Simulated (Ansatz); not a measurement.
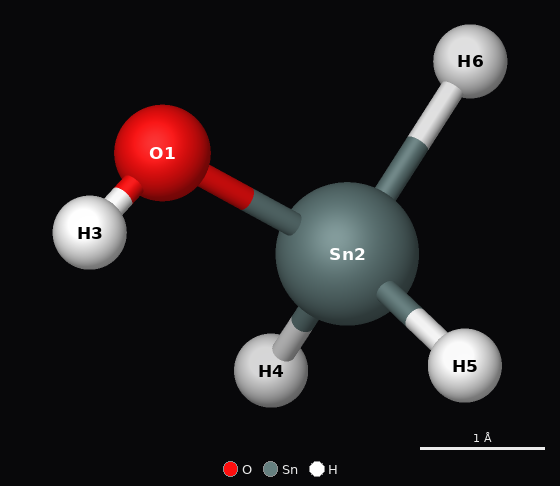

Simulated data, not a measurement (program: Ansatz).

The atoms are numbered. Geometry: relaxed with PBE0-D4/def2-TZVP with one coordinate held away from its value at the minimum.

Which atoms are bonded, and how long are the bonds?

| bond | length (Å) |
| --- | --- |
| O1–Sn2 | 1.966 |
| O1–H3 | 0.960 |
| Sn2–H4 | 1.708 |
| Sn2–H5 | 1.708 |
| Sn2–H6 | 1.975 |
